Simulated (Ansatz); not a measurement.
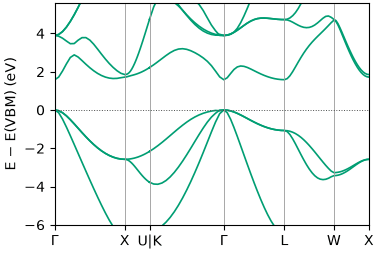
Figure: Band structure from the program Ansatz at the PBE level (PAW)

Q: Read off the gap and where the band edges lie.

A: About 1.6 eV (1.58 eV by a search for the band edges); maximum at Γ, minimum at Γ.

The material is GaP (zinc blende, F-43m).

The cell was relaxed with PBE under the symmetry of its start; phonons on a q-mesh show no instability. Spin–orbit coupling is left out wherever it is not named.

Potentials: the later of the program's two PAW sets.
